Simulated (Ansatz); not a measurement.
Input file:

```
crystal:
  periodic: [false, false, false]
  atoms:
    - { symbol: B, position_ang: [-1.8608, 0.3537, 0.3801] }
    - { symbol: Si, position_ang: [-0.2871, -0.6296, 0.1147] }
    - { symbol: O, position_ang: [0.2079, -1.2481, 1.6127] }
    - { symbol: F, position_ang: [-0.5079, -1.8896, -0.9522] }
    - { symbol: Si, position_ang: [1.2982, 0.6952, -0.7536] }
    - { symbol: H, position_ang: [-2.4275, 0.9345, -0.5581] }
    - { symbol: H, position_ang: [-2.3481, 0.513, 1.4517] }
    - { symbol: H, position_ang: [1.0733, -1.7828, 1.4024] }
    - { symbol: H, position_ang: [1.5539, 1.8303, 0.2353] }
    - { symbol: H, position_ang: [2.534, -0.0694, -0.9057] }
    - { symbol: H, position_ang: [0.8294, 1.2359, -2.0067] }
basis:
  gaussian: { orbitals: "6-31G*" }
hamiltonian:
  xc: pbe0
  dispersion: d4
relax:
  f_tol: 0.015
  max_steps: 40
output:
  orbitals: {}
```

Command:

```sh
ansatz run input.yaml --threads 2 --pin off --max-ram 3072MiB --backend cpu --events-out ev --progress --plain --runs-dir out
```

The fields are those of the run's last geometry, not of the input's.

These are results of RKS PBE0-D4/6-31G* in Ansatz 0.2.0, not measurements.

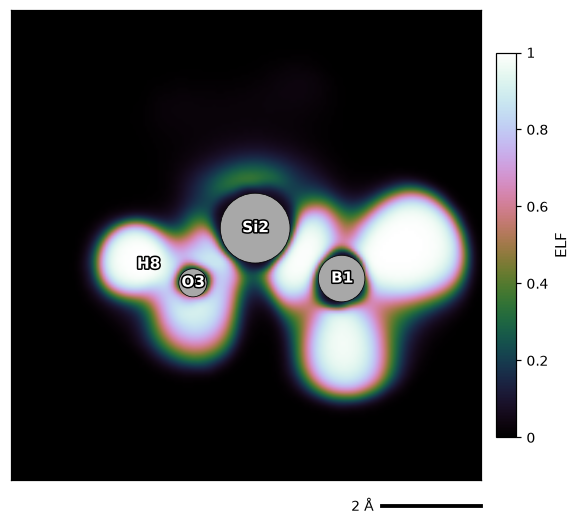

BFH$_{6}$OSi$_{2}$ (SMILES B[Si](O)(F)[SiH3]). Electron localisation function on the plane of atoms Si2, O3 and H8. Grey discs cover the atomic cores.

**What do the fields say about this system?**

- The plane passes through B, Si, O and H nuclei.
- Si–O (1.66 Å): the ELF peaks at about 0.85 between the atoms: a polar covalent bond.
- Si–B (2.01 Å): the ELF peaks at about 1 between the atoms, as expected for localised, covalent bonding.
- O–H (0.96 Å): the ELF climbs to about 1 towards the hydrogen, as it does in any bond to H (an ordinary covalent bond to hydrogen).
- The ELF also peaks beside O3, away from the bonds: lone-pair regions.
